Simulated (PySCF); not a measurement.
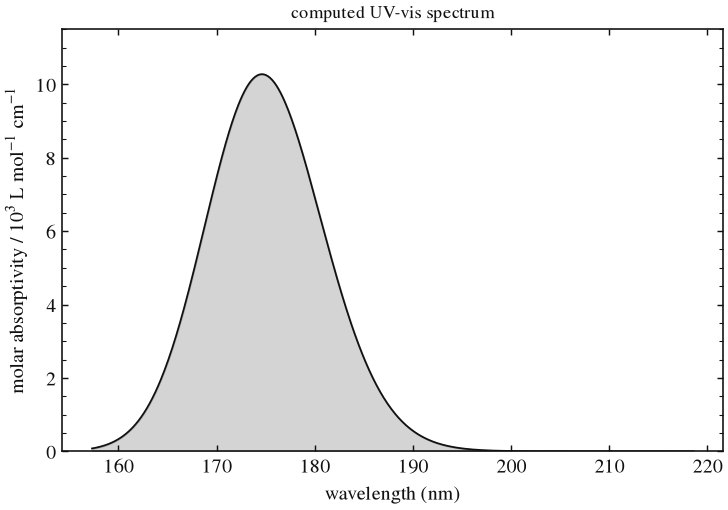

Vertical TDDFT excitations, PBE0/def2-SVPD in PySCF, at a GFN2-xTB geometry (no frequency check), gas phase. Only the first 6 singlet excitations are included; each is broadened by a Gaussian of 1/e half-width 0.33 eV. States within 0.01 eV of each other are merged, with their strengths summed.

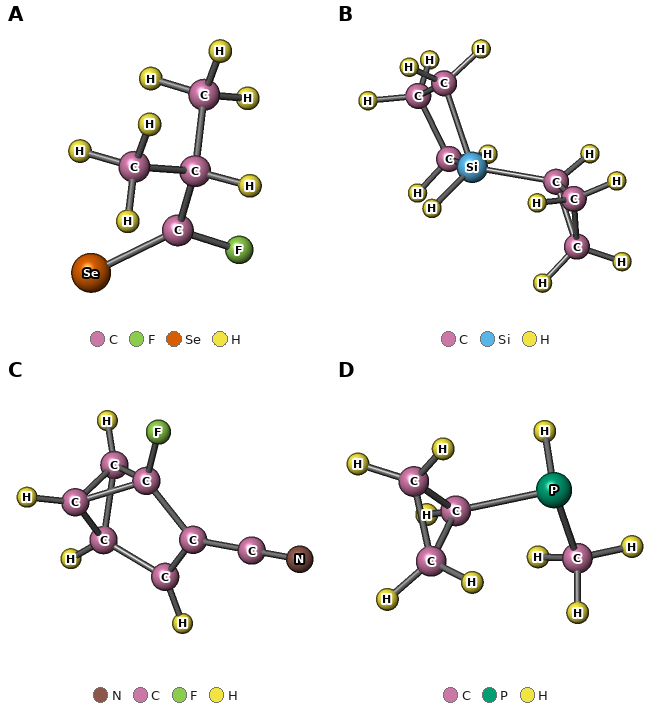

Whose absorption spectrum is this? Choose among the lettered structures.

Answer. Structure B, C₆H₁₂Si, SMILES C1C[SiH](C2CC2)C1. Its lowest singlet lies at 6.87 eV (f = 0.001) and the brightest of those computed is S2 at 7.08 eV (175 nm), f = 0.166, mainly HOMO → LUMO (89 %).

Note: the tight-binding geometry is rougher than a DFT one and adds to the error; one conformer of a flexible molecule; core orbitals are frozen in the response.
